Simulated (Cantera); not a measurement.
Feed: 1 mol Mg(OH)2, 0.99 mol CO2, at 1130 Torr.

Method: chemical equilibrium by Gibbs-energy minimisation in Cantera with the NASA 1993 tables (ideal gas, pure condensed phases). Candidate condensed phases: C, C6H6, C7H8, C8H18, H2O, Mg, MgCO3, MgO, Mg(OH)2; 116 gas species. Equilibrium is a limit: real reactors are often held back by kinetics, nucleation or transport.

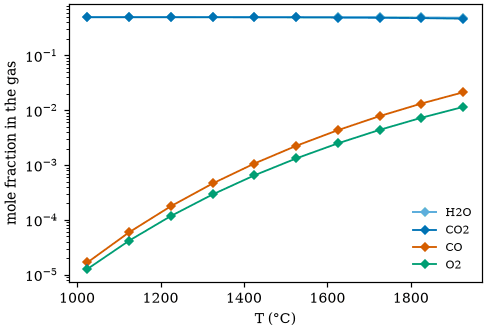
*Equilibrium gas composition (values under 1e-9 drawn at 1e-9)*

Q: Read off the mole fractions at 1725 °C.

A: H2O about 0.50, CO2 about 0.49, CO about 0.0078, O2 about 0.0044.
